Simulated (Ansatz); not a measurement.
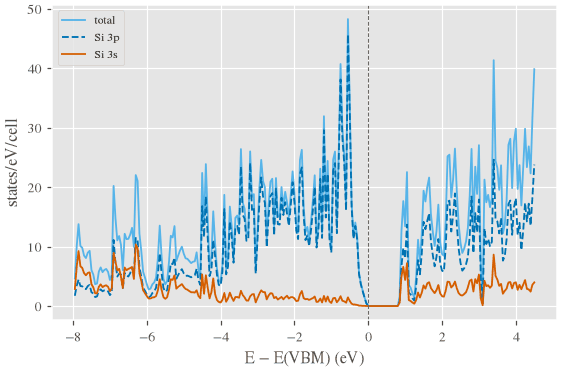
*Total and projected density of states of Si in space group Fd-3m (No. 227; Si on 8a, Si on 32e, Si on 96g), r²SCAN in the plane-wave PAW code Ansatz*

Which orbitals carry the states next to the gap?

Top 1 eV of the valence band: Si 3p 94 %. Bottom 1 eV of the conduction band: Si 3p 67 %, Si 3s 24 %, outside the projected shells 9 %. Projections are on Löwdin-orthogonalised atomic valence shells; empty p or d shells of many metals are not among them.

Where is the tallest occupied peak in this window, and what makes it?

Near -0.5 eV, about 48 states/eV per cell; the largest projected share is Si 3p.

The first step of the workflow began from a Materials Project structure, measured or hypothetical. Its sites differ from those of the usual phase in this space group: another stacking or structure type. The cell was relaxed with r²SCAN under the symmetry of its start; whether a distortion lowers the energy is not shown.

Potentials: the earlier of the program's two PAW sets.
